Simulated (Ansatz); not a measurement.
# Screening in TiO2 (C2/m)

How strongly does TiO2 (C2/m) screen? Routes: perturbation theory, a sum over states and the RPA step of G0W0.

Calculated with Ansatz 0.2.0; linear response on LDA, plane waves, PAW.

### 1. The structure

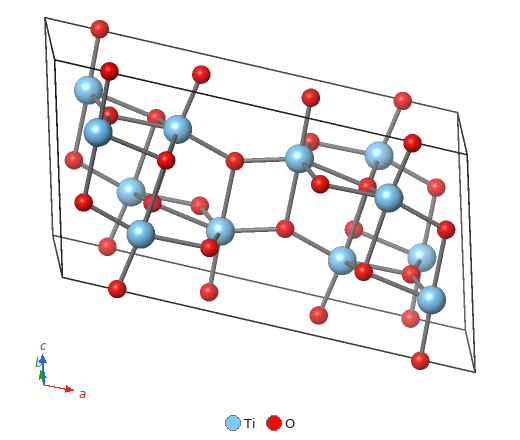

Start, viewed slightly off an axis; titanium blue, oxygen red. This picture shows the conventional cell, with its axes. Some periodic images of atoms are drawn too.

The cell and positions are those that the Materials Project relaxed with its own functionals (PBE, PBE+U or r2SCAN), kept fixed. This is not the form that TiO2 usually takes at ambient conditions.

### 2. Response to a homogeneous field

The response to a uniform field gives ε∞, a yardstick for the screening that GW builds on its mesh.

This step: dielectric response by perturbation theory, LDA, plane waves, PAW; PAW set soft_1.

File input.yaml:

```yaml
crystal:
  lattice:
    - [6.1535771931, -1.8834685, 0.0]
    - [6.1535771931, 1.8834685, 0.0]
    - [-1.9283261078, 0.0, 6.3289668713]
  atoms:
    - { symbol: Ti, position: [0.804714, 0.804714, 0.716238] }
    - { symbol: Ti, position: [0.099929, 0.099929, 0.710398] }
    - { symbol: Ti, position: [0.195286, 0.195286, 0.283762] }
    - { symbol: Ti, position: [0.900071, 0.900071, 0.289602] }
    - { symbol: O, position: [0.0583525, 0.0583525, 0.369979] }
    - { symbol: O, position: [0.638069, 0.638069, 0.706603] }
    - { symbol: O, position: [0.1328115, 0.1328115, 0.004709] }
    - { symbol: O, position: [0.9416475, 0.9416475, 0.630021] }
    - { symbol: O, position: [0.7365115, 0.7365115, 0.3475] }
    - { symbol: O, position: [0.8671885, 0.8671885, 0.995291] }
    - { symbol: O, position: [0.2634885, 0.2634885, 0.6525] }
    - { symbol: O, position: [0.361931, 0.361931, 0.293397] }
kpoints:
  mp_grid: { grid: [6, 6, 4] }
hamiltonian:
  xc: lda
  pseudopotentials: { kind: paw, azcp: { folder: soft_1 }, xc_functional: pbe }
scf:
  occupations: { method: fixed }
dielectric: {}
```

Command:

```console
$ ansatz run input.yaml --threads 3 --pin off --max-ram 92160MiB --backend cuda --events-out ev --progress --plain --runs-dir out --devices 1 --max-vram 13GiB
```

Numbers of over 12 decimals in the logs are rounded to 6 here.

Log:

```text
GPUs: using 1 of 1 available (devices: 1).
Engine: ansatz 0.2.0, x86_64-unknown-linux-gnu
Pseudopotentials: kind: paw
Pseudopotential: Ti, paw, valence charge 12, recommended cutoff 420 eV (normal), soft_1/Ti.paw.azcp
Pseudopotential: O, paw, valence charge 6, recommended cutoff 420 eV (normal), soft_1/O.paw.azcp
Functional definition: SPW92
  exchange = slater_x
  correlation = pw_c
device memory: the entry about to start is reckoned to put 4.5 GiB on a device that reports 39.0 GiB free (of which the cap on the GPU budget leaves the run 13.0 GiB)
GPU FFT provider: cuFFT
GPU libraries: cuBLAS 13.8.2, cuFFT 12.4.0, cuSOLVER 12.3.4
Crystal: 12 atoms, lattice volume = 146.706 Å³
Basis set: ecut = 420 eV, 2869 PW (Γ), exchange–correlation on 90×90×90 points (8 copies of the dense FFT grid, shifted against one another)
Bands: 60, of which v1, the nominal top of the filled ones, is band 48 counted from 1 (47 counted from 0)
Symmetry: 4 space group operations
k-points: 76 of 144 (irreducible under 1 space group operation, time reversal used)
Non-local potential: Ti, projectors of the file, l = 0: 3, l = 1: 2, l = 2: 3, l = 3: 1
Non-local potential: O, projectors of the file, l = 0: 2, l = 1: 2, l = 2: 1
PAW form: soft (Blöchl's): semilocal exchange-correlation on the pseudo side does not see the compensation charge
PAW frozen core: Ti, regenerated for the run's functional, and the local potential with it (the file was generated under x = pbe(κ = 0.804, μ = 0.219515), c = pbe(β = 0.066725))
PAW frozen core: O, regenerated for the run's functional, and the local potential with it (the file was generated under x = pbe(κ = 0.804, μ = 0.219515), c = pbe(β = 0.066725))
PAW one-centre angular grid: Ti, 590 points (default); XC on 64 Gauss nodes
PAW one-centre angular grid: O, 110 points (default); XC on 64 Gauss nodes
Initial density: superposition of atomic densities (chi_scale 0.1, normalization cell, long waves kept (reshape's long-wave potential 0.08 eV rms))
Initial wavefunctions: pseudopotential atomic-orbital guess
GPU buffer pool allocated for 91125 grid points (all kernels)
GPU transforms: local potential and band sums: pruned to the plane-wave sphere, on 45×45×45
Functional: x = slater, c = lda
SCF iter   1: F=—  HF=-14261.517802 eV  |F-HF|=—  |Δ(HF+E_count)|=         —  Δρ=4.91e-2  dr2=4.29e0  ethr=3.10e-3  ⟨swp⟩=3.0  Hψ=13682  notcnv=0  defer=438
preconditioner: auto → Resta (q_TF=auto, 2.542 Å⁻¹)  ε∞=7.6  [insulator: Δε(μ)=2.476 eV  Ē_g=9.528 eV  n_scr=44 (ndim 8)  ℏωp=24.5 eV  f_vac=0.045  ε∞_Penn≈7.6]
SCF iter   2: F=—  HF=-14260.961299 eV  |F-HF|=—  |Δ(HF+E_count)|=   5.57e-1  Δρ=2.95e-2  dr2=1.47e0  ethr=3.10e-3  ⟨swp⟩=3.0  Hψ=7958  notcnv=0  defer=614
SCF iter   3: F=—  HF=-14260.740529 eV  |F-HF|=—  |Δ(HF+E_count)|=   2.21e-1  Δρ=2.35e-2  dr2=1.05e0  ethr=1.53e-3  ⟨swp⟩=2.7  Hψ=6717  notcnv=0  defer=678
SCF iter   4: F=—  HF=-14260.549886 eV  |F-HF|=—  |Δ(HF+E_count)|=   1.91e-1  Δρ=4.88e-3  dr2=5.81e-2  ethr=1.09e-3  ⟨swp⟩=2.9  Hψ=7889  notcnv=0  defer=540
SCF iter   5: F=—  HF=-14260.550535 eV  |F-HF|=—  |Δ(HF+E_count)|=   6.49e-4  Δρ=4.22e-3  dr2=2.94e-2  ethr=6.05e-5  ⟨swp⟩=2.0  Hψ=6172  notcnv=0  defer=760
SCF iter   6: F=—  HF=-14260.549270 eV  |F-HF|=—  |Δ(HF+E_count)|=   1.27e-3  Δρ=2.02e-3  dr2=6.64e-3  ethr=3.06e-5  ⟨swp⟩=2.0  Hψ=6729  notcnv=0  defer=760
SCF iter   7: F=—  HF=-14260.550168 eV  |F-HF|=—  |Δ(HF+E_count)|=   8.98e-4  Δρ=1.16e-3  dr2=2.38e-3  ethr=6.92e-6  ⟨swp⟩=2.0  Hψ=6290  notcnv=0  defer=760
SCF iter   8: F=—  HF=-14260.550458 eV  |F-HF|=—  |Δ(HF+E_count)|=   2.90e-4  Δρ=3.62e-4  dr2=2.77e-4  ethr=2.48e-6  ⟨swp⟩=2.0  Hψ=6211  notcnv=0  defer=760
SCF iter   9: F=—  HF=-14260.549820 eV  |F-HF|=—  |Δ(HF+E_count)|=   6.38e-4  Δρ=2.66e-4  dr2=1.45e-4  ethr=2.89e-7  ⟨swp⟩=2.0  Hψ=6168  notcnv=0  defer=760
SCF iter  10: F=—  HF=-14260.550006 eV  |F-HF|=—  |Δ(HF+E_count)|=   1.86e-4  Δρ=8.07e-5  dr2=1.50e-5  ethr=1.51e-7  ⟨swp⟩=2.0  Hψ=6126  notcnv=0  defer=636
[...]
SCF iter  15: F=—  HF=-14260.550411 eV  |F-HF|=—  |Δ(HF+E_count)|=  2.36e-10  Δρ=1.51e-6  dr2=3.42e-9  ethr=5.69e-12  ⟨swp⟩=2.0  Hψ=6595  notcnv=0  defer=396
SCF iter  16: F=—  HF=-14260.550411 eV  |F-HF|=—  |Δ(HF+E_count)|=  1.00e-10  Δρ=4.65e-7  dr2=3.76e-10  ethr=3.56e-12  ⟨swp⟩=2.0  Hψ=6566  notcnv=0  defer=396
SCF iter  17: F=—  HF=-14260.550411 eV  |F-HF|=—  |Δ(HF+E_count)|=  4.18e-11  Δρ=3.08e-7  dr2=1.65e-10  ethr=1.00e-12  ⟨swp⟩=11.0  Hψ=16031  notcnv=0
SCF iter  18: F=-14260.550411 eV  HF=-14260.550411 eV  |F-HF|=0.00e0  |Δ(HF+E_count)|=  3.64e-12  Δρ=9.38e-8  dr2=1.66e-11  ethr=1.00e-12  ⟨swp⟩=2.0  Hψ=8208  notcnv=0
SCF 1 converged in 18 iterations: F = -14260.550411 eV  dr2 = 1.66e-11
  greatest PAW one-centre occupation: 0.998 electrons in one spin orbital (limit 2), on the Ti atom at site 2 (counted from 0), in its partial waves of l = 0
the response reads at least the filled bands of the reference SCF and the lowest empty band at each k-point, and that SCF's band table does not vouch for those bands. The notice of the band table in this run's record says why
device memory: the entry about to start is reckoned to put 1.2 GiB on a device that reports 42.5 GiB free (of which the cap on the GPU budget leaves the run 12.8 GiB)
NSCF: frozen V_eff on 1 k-points
device memory: the entry about to start is reckoned to put 1.2 GiB on a device that reports 42.5 GiB free (of which the cap on the GPU budget leaves the run 12.8 GiB)
NSCF: frozen V_eff on 1 k-points
device memory: the entry about to start is reckoned to put 1.2 GiB on a device that reports 42.5 GiB free (of which the cap on the GPU budget leaves the run 12.8 GiB)
NSCF: frozen V_eff on 1 k-points
device memory: the entry about to start is reckoned to put 0.1 GiB (of the 0.4 GiB reckoned in all, the device holds 0.3 GiB already) on a device that reports 42.5 GiB free (of which the cap on the GPU budget leaves the run 12.8 GiB)
device memory: the entry about to start is reckoned to put 3.5 GiB (of the 3.8 GiB reckoned in all, the device holds 0.3 GiB already) on a device that reports 42.5 GiB free (of which the cap on the GPU budget leaves the run 12.8 GiB)
DFPT response loops at Γ: preconditioner auto → Resta (q_TF=auto, 2.542 Å⁻¹)  ε∞=4.7 (no band partly filled); β = 1.00, the filter's whole step (`scf.mixing.beta` (0.50) is not read by the response loops at its default; to damp them type it under 1.00, their step now; it binds the ground state too); Broyden in place of MSR1
── the response to a field inside a basis, on 6×6×4 k-points: an SCF that follows is theirs, and a resumed run solves both again ──
device memory: the entry about to start is reckoned to put 0.6 GiB on a device that reports 37.9 GiB free (of which the cap on the GPU budget leaves the run 12.8 GiB)
GPU FFT provider: cuFFT
GPU libraries: cuBLAS 13.8.2, cuFFT 12.4.0, cuSOLVER 12.3.4
Bands: 49, of which v1, the nominal top of the filled ones, is band 48 counted from 1 (47 counted from 0)
k-points: 42 of 144
Initial density: handed on by an earlier stage of this run
Initial wavefunctions: pseudopotential atomic-orbital guess (no wavefunctions were taken with the density)
GPU buffer pool allocated for 91125 grid points (all kernels)
GPU transforms: band sums: pruned to the plane-wave sphere, on 45×45×45
Eigensolver: Dense (42 Hₖ)
SCF iter   1: F=—  HF=-14260.385835 eV  |F-HF|=—  |Δ(HF+E_count)|=         —  Δρ=5.20e-4  dr2=1.11e-4  ethr=1.00e-1
preconditioner: auto → Resta (q_TF=auto, 2.542 Å⁻¹)  ε∞=9.2  [insulator: Δε(μ)=2.694 eV  Ē_g=8.586 eV  n_scr=44 (ndim 8)  ℏωp=24.5 eV  f_vac=0.124  ε∞_Penn≈9.2]
SCF iter   2: F=—  HF=-14260.385849 eV  |F-HF|=—  |Δ(HF+E_count)|=   1.45e-5  Δρ=2.71e-4  dr2=4.60e-5  ethr=1.15e-7
SCF iter   3: F=—  HF=-14260.385859 eV  |F-HF|=—  |Δ(HF+E_count)|=   9.26e-6  Δρ=1.67e-4  dr2=2.67e-5  ethr=4.79e-8
SCF iter   4: F=—  HF=-14260.385855 eV  |F-HF|=—  |Δ(HF+E_count)|=   3.19e-6  Δρ=2.55e-5  dr2=1.01e-6  ethr=2.78e-8
SCF iter   5: F=—  HF=-14260.385855 eV  |F-HF|=—  |Δ(HF+E_count)|=   1.83e-8  Δρ=1.91e-5  dr2=6.63e-7  ethr=1.05e-9
SCF iter   6: F=-14260.385855 eV  HF=-14260.385855 eV  |F-HF|=5.65e-9  |Δ(HF+E_count)|=   5.37e-8  Δρ=4.11e-6  dr2=4.28e-8  ethr=6.91e-10
SCF 1 converged in 6 iterations: F = -14260.385855 eV  dr2 = 4.28e-8
device memory: the entry about to start is reckoned to put 0.1 GiB (of the 0.2 GiB reckoned in all, the device holds 0.2 GiB already) on a device that reports 37.7 GiB free (of which the cap on the GPU budget leaves the run 12.6 GiB)
device memory: the entry about to start is reckoned to put 3.4 GiB on a device that reports 37.6 GiB free (of which the cap on the GPU budget leaves the run 12.6 GiB)
DFPT response loops at Γ: mixed as the last ones told, above
SCF converged after 18 iterations
Free energy (F): -14260.550411 eV
Harris-Foulkes:  -14260.550411 eV  (|F-HF|=0.00e0)
Internal energy: -14260.550411 eV  (E = F + TS)
E sigma→0 (E₀):  -14260.550411 eV
Fermi energy:    5.699984 eV
--- Per-component energies (eV) ---
  E_band       = -1025.832184
  E_kinetic    = 2444.324449
  E_local      = -8201.610954  (includes V_loc(G=0)·N_el)
  E_nonlocal   = 679.082734
  E_hartree    = 3195.407493
  E_xc         = -1021.648142
  E_vxc        = -1301.577786  (∫ρ·V_xc dr)
  E_paw        = -5177.788343  (= ΣΔE_a)
  E_vpaw       = -1036.871755  (= ΣTr[D̂ρ^β])
  E_aug_tail   = 0.006006  (compensation charges beyond the density's cutoff)
  E_ewald      = -6180.402828
  E_core_change = 2.079174  (= ΣΔE_core)
  E_smearing   = -0.000000  (= −TS)
  E_closure    = -0.000000  (closes the sum)
  Σ components = -14260.550411   (vs F -14260.550411, Δ=0.00e0)
--- Band table (eV; the first three rows and the last of 76) ---
  k-point 0: bands = [... 44 lower, 4.9479, 4.9503, 5.3520, 5.5263, 8.3713, 8.7221, 8.9709, 8.9750, ... 8 higher]
  k-point 1: bands = [... 44 lower, 4.9929, 5.0178, 5.2872, 5.3733, 8.4188, 8.7679, 8.9259, 8.9781, ... 8 higher]
  k-point 2: bands = [... 44 lower, 5.0046, 5.0405, 5.1131, 5.2710, 8.4874, 8.7509, 8.9131, 9.0392, ... 8 higher]
  k-point 75: bands = [... 44 lower, 4.8583, 5.2933, 5.4851, 5.5089, 8.6312, 8.7466, 8.8798, 9.0444, ... 8 higher]
--- Dielectric response (ions clamped): 3 representative field directions + reference, inside a basis on a mesh of 144 k-points (Σ response iterations 24) ---
  ε∞ (high-frequency dielectric tensor):
        6.025883     0.000000     0.092897
        0.000000     6.251884     0.000000
        0.092897     0.000000     6.287678
  Born effective charges Z* (e; rows j = field, columns β = displacement):
    site 0:
         5.89440   -0.00000   -0.51892
        -0.00000    5.49923    0.00000
        -0.19388    0.00000    5.86117
    site 1:
         5.51371    0.00000    0.79815
         0.00000    6.42262    0.00000
         0.41726    0.00000    6.41349
    site 2:
         5.89440   -0.00000   -0.51892
        -0.00000    5.49923    0.00000
        -0.19388    0.00000    5.86117
    site 3:
         5.51371    0.00000    0.79815
         0.00000    6.42262    0.00000
         0.41726    0.00000    6.41349
    site 4:
        -5.62324   -0.00000   -0.12446
        -0.00000   -0.99081   -0.00000
        -0.08239   -0.00000   -2.80160
    site 5:
        -2.60796   -0.00000   -0.07645
        -0.00000   -5.37130   -0.00000
        -0.02315   -0.00000   -1.18661
    site 6:
        -0.89103   -0.00000   -0.13702
        -0.00000   -0.98157   -0.00000
        -0.17957   -0.00000   -6.27170
    site 7:
        -5.62324   -0.00000   -0.12446
        -0.00000   -0.99081   -0.00000
        -0.08239   -0.00000   -2.80160
    site 8:
        -2.28587    0.00000    0.05870
         0.00000   -4.57817   -0.00000
         0.06173   -0.00000   -2.01475
    site 9:
        -0.89103   -0.00000   -0.13702
        -0.00000   -0.98157   -0.00000
        -0.17957   -0.00000   -6.27170
    site 10:
        -2.28587    0.00000    0.05870
         0.00000   -4.57817   -0.00000
         0.06173   -0.00000   -2.01475
    site 11:
        -2.60796   -0.00000   -0.07645
        -0.00000   -5.37130   -0.00000
        -0.02315   -0.00000   -1.18661
  Z* charge neutrality: 2.136e-2 e pre-enforcement
  solved inside a basis spanned on kpoints, on 6×6×4 k-points, its susceptibility summed on 8×8×6: ε∞ is read to err by 3.2e-2, Z* by 3.1e-2 e (field_mesh: kpoints solves on kpoints); Z* is corrected for what the basis lacks
```

The job ended after 77 s (1 × NVIDIA H100 80GB HBM3 (shared by 6 runs) with 3 threads of AMD EPYC 7R13 (Zen 3), shared host; peak memory 3.6 GiB).

This step gave:

```yaml
stated_error_of_eps_infinity: 0.032
```

One over ε∞ averages 0.16, under the quarter of exact exchange in PBE0, which by this rule of thumb may open the gap too far.

High-frequency dielectric tensor:

```
6.03 0.00 0.09
0.00 6.25 0.00
0.09 0.00 6.29
```

Born effective charge (e), principal values of the symmetric part by kind of site:

```
atom  atoms with these values    low  middle   high   mean
 Ti1                        2   5.50    5.52   6.23   5.75
 Ti2                        2   5.21    6.42   6.72   6.12
  O5                        2  -5.63   -2.80  -0.99  -3.14
  O6                        2  -5.37   -2.61  -1.18  -3.06
  O7                        2  -6.28   -0.98  -0.89  -2.71
  O9                        2  -4.58   -2.30  -2.00  -2.96
```

In full for O5:

```
-5.62  0.00 -0.12
 0.00 -0.99  0.00
-0.08  0.00 -2.80
```

### 3. Independent-particle spectrum

The independent-particle spectrum shows where the oscillator strength lies, before excitons and local fields.

This step: independent-particle optics on LDA, plane waves, PAW; PAW set soft_1.

Edit input.yaml of step 2 so:

```diff
@@ -25,2 +25,4 @@
   occupations: { method: fixed }
-dielectric: {}
+  n_extra_bands: 100
+output:
+  optics: { e_range: [0, 25], de: 0.1, sigma: 0.2 }
```

Log:

```text
[...]
GPUs: using 1 of 1 available (devices: 1).
[...]
GPU FFT provider: cuFFT
GPU libraries: cuBLAS 13.8.2, cuFFT 12.4.0, cuSOLVER 12.3.4
Crystal: 12 atoms, lattice volume = 146.706 Å³
Basis set: ecut = 420 eV, 2869 PW (Γ)
Bands: 148, of which v1, the nominal top of the filled ones, is band 48 counted from 1 (47 counted from 0)
Symmetry: 4 space group operations
[...]
k-points: 47 of 144
[...]
GPU buffer pool allocated for 91125 grid points (all kernels)
[...]
SCF iter   1: F=—  HF=-14261.519654 eV  |F-HF|=—  |Δ(HF+E_count)|=         —  Δρ=4.91e-2  dr2=4.30e0  ethr=3.10e-3  ⟨swp⟩=4.0  Hψ=23288  notcnv=0  defer=4521
[...]
SCF iter  19: F=-14260.550411 eV  HF=-14260.550411 eV  |F-HF|=3.64e-12  |Δ(HF+E_count)|=  7.28e-12  Δρ=4.83e-8  dr2=4.25e-12  ethr=1.00e-12  ⟨swp⟩=2.0  Hψ=8640  notcnv=0
SCF 1 converged in 19 iterations: F = -14260.550411 eV  dr2 = 4.25e-12
[...]
Optics k sum: 0 of 47 k-points
Optics k sum: 3 of 47 k-points
[...]
Optics k sum: 47 of 47 k-points
[...]
SCF converged after 19 iterations
Free energy (F): -14260.550411 eV
[...]
Internal energy: -14260.550411 eV  (E = F + TS)
E sigma→0 (E₀):  -14260.550411 eV
Fermi energy:    5.699984 eV
[...]
--- Band table (eV; the first three rows and the last of 47) ---
  k-point 0: bands = [... 44 lower, 4.9479, 4.9503, 5.3520, 5.5263, 8.3713, 8.7221, 8.9709, 8.9750, ... 96 higher]
  k-point 1: bands = [... 44 lower, 4.9929, 5.0178, 5.2872, 5.3733, 8.4188, 8.7679, 8.9259, 8.9781, ... 96 higher]
  k-point 2: bands = [... 44 lower, 5.0046, 5.0405, 5.1131, 5.2710, 8.4874, 8.7509, 8.9131, 9.0392, ... 96 higher]
  k-point 46: bands = [... 44 lower, 4.8583, 5.2933, 5.4851, 5.5089, 8.6312, 8.7466, 8.8798, 9.0444, ... 96 higher]
```

The job ended after 1.9 min (1 × NVIDIA H100 80GB HBM3 (shared by 6 runs) with 3 threads; peak memory 3.9 GiB; 2.9 min of CPU time).

This step gave:

```
ε∞ without local fields (xx, yy, zz)                                   : 6.360, 6.476, 6.858
electrons in the f-sum (xx, yy, zz)                                    : 61.05, 61.12, 60.95
bands in the explicit sum (the static value is completed to all bands) : 148
```

The sum gives ε∞ = 6.36, 6.48 and 6.86 without local fields.

The ε₂ has structure finer than the step of the table below, so its rows give means over 2 eV, whole bins alone (the curve runs from 0 to 25 eV). Peaks (eV: height): xx 3.8: 9.50, 7.4: 8.49; yy 4.6: 8.68; zz 4.2: 15.2, 7.6: 6.88.

Independent particles, no local fields, Gaussian width 0.2 eV. Table of ε₂ by photon energy; means over each step:

```csv
photon energy (eV),xx,yy,zz
2,0.0575,0.261,0.0307
4,7.19,7.68,9.45
6,5.45,5.41,5.08
8,5.39,4.32,4.97
10,1.55,1.57,1.45
12,0.867,1.00,0.805
14,0.989,0.974,1.10
16,1.08,1.03,1.02
18,1.26,1.31,1.31
20,1.36,1.50,1.39
22,0.992,0.929,1.03
24,0.769,0.777,0.743
```

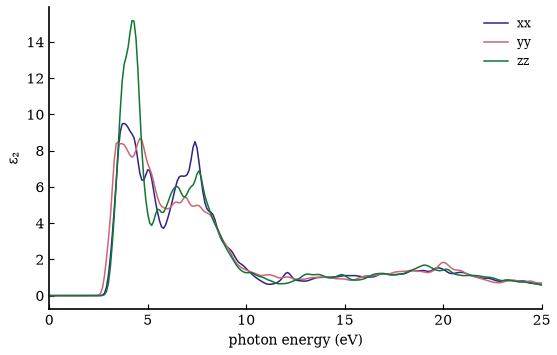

ε₂, plotted against photon energy.

The loss function has structure finer than the step of the table below, so its rows give means over 1 eV, whole bins alone (the curve runs from 0 to 25 eV). Peaks (eV: height): xx 11.1: 1.59, 12.4: 0.915; yy 11.6: 0.896, 22.4: 1.04, 24.7: 0.916; zz 11.5: 1.37.

Independent particles, no local fields, Gaussian width 0.2 eV. Loss function against photon energy; means over each step:

```
photon energy (eV)      xx      yy       zz
                 2       0  1.6e-5        0
                 3  0.0123  0.0219  0.00822
                 4  0.0758  0.0788   0.0520
                 5   0.140   0.130    0.173
                 6   0.147   0.180    0.158
                 7   0.126   0.187    0.162
                 8   0.172   0.217    0.175
                 9   0.273   0.314    0.267
                10   0.485   0.639    0.581
                11    1.20   0.860     1.07
                12   0.749   0.810    0.890
                13   0.670   0.631    0.540
                14   0.530   0.565    0.599
                15   0.505   0.500    0.579
                16   0.502   0.408    0.444
                17   0.466   0.417    0.468
                18   0.459   0.444    0.436
                19   0.503   0.487    0.481
                20   0.599   0.492    0.627
                21   0.710   0.739    0.762
                22   0.866   0.975    0.827
                23   0.900   0.866    0.970
                24   0.954   0.845     1.05
```

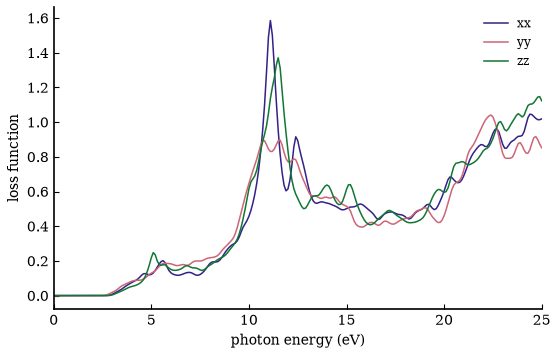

Loss function against photon energy.

(Part 1 of 2 ends here.)

[Paths, hosts, dates, memory and timing lines, banners, echoed tables and standing remarks are left out of the program output.]

[Logs are printed without paths, hosts, clocks, repeated set-up lines and the standing remarks that a program may print on its own settings, such as how far it seeks lower states.]

[Runs of the session that timed out or met a known fault of the program may be left out.]

[Cells called generated may have been cut or substituted from an entry of the Crystallography Open Database or the Materials Project.]

[Hosts, paths, dates, database ids (printed as entryN), source tags and the programs' standing remarks are cut or masked in the printed files.]
